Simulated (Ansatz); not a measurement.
Consider MnO2 (Pyrolusite).

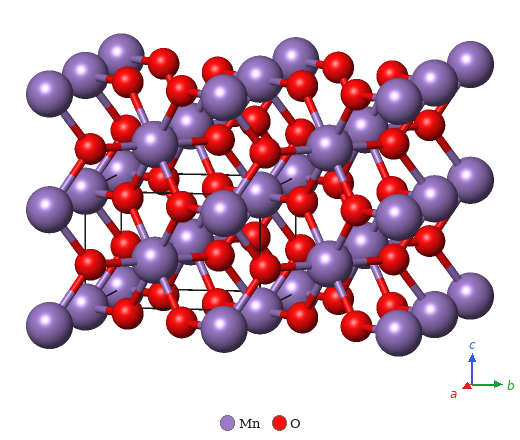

The structure (manganese light purple, oxygen red). 2×2×2 cells are drawn. Some periodic images of atoms are drawn too.

```
Mn O
1.0
     2.19915    2.19915    3.11007
    -2.19915   -2.19915    3.11007
     2.03152   -2.03152    0.00000
Mn O
2 4
Direct
  0.00000 0.00000 0.00000
  0.50000 0.50000 0.50000
  0.30515 0.30515 0.00000
  0.19485 0.80515 0.50000
  0.69485 0.69485 0.00000
  0.80515 0.19485 0.50000
```

The cell and positions come from the Crystallography Open Database and are kept as given unless a step says otherwise. The program's search for lower electronic states was switched off, so nothing shows that the state found is the lowest. PAW set soft_2, made with PBE.

A constrained-RPA run (Ansatz 0.2.0; non-magnetic LDA; Mn d, bands v3 to c7, 4×4×6 mesh, medium accuracy) builds 10 functions on bands 5.4 eV wide, with 6.0 electrons in the window. The bare on-site interaction is 17.6 eV and the bare J 0.56 eV.

What U and J survive the screening?

On the Mn d shell, U = 3.10 eV (18 % of the bare value), U′ = 2.22 eV, J = 0.42 eV.

The parent state is non-magnetic and the interaction static (zero frequency); U depends on the window and the orbitals, so it belongs to this model alone.

[Paths, hosts, dates, memory and timing lines, banners, echoed tables and standing remarks are left out of the program output.]

[Logs are printed without paths, hosts, clocks, repeated set-up lines and the standing remarks that a program may print on its own settings, such as how far it seeks lower states.]

[Runs of the session that timed out or met a known fault of the program may be left out.]

[Hosts, paths, dates, database ids (printed as entryN), source tags and the programs' standing remarks are cut or masked in the printed files.]
